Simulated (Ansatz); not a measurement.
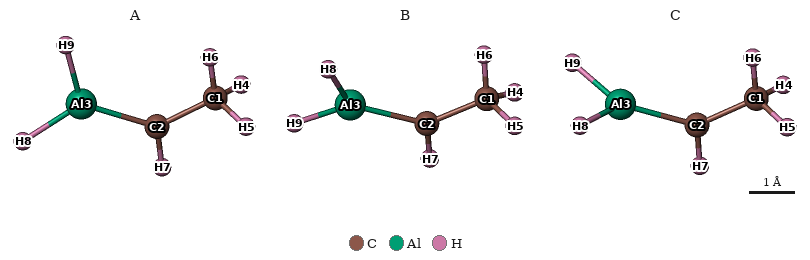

3 geometries from a converged minimum-energy path of C$_{2}$H$_{6}$Al (charge −1), shuffled. Style: ball-and-stick. Shown at a tilt.

The calculation used RKS PBE0/def2-SVP (Ansatz 0.2.0). Set-up: 5 movable images; climbing image; force threshold 0.05 eV/Å; iteration limit 60; starting path through a guess of the saddle point.

Question: Which frame is the top of the path?

Answer: C. In order along the path, whose images run from 0 to 6: A (image 0, 0.00 eV), C (image 3, +1.24 eV), B (image 5, +0.13 eV). The motion is a rotation about the C2–Al3 bond by about 180°. No bond forms or breaks between the ends. Among the angles between lasting bonds that change up to the highest image: H8–Al3–H9 113.1° → 101.1°, C2–Al3–H8 122.8° → 129.4°.

Limits of the set-up: the basis has no diffuse functions, which an anion needs.

The run took 7.6 min on 1 thread of Intel(R) Xeon(R) Processor @ 2.50GHz (Skylake/Cascade Lake), on a shared host, peak memory 0.15 GiB.
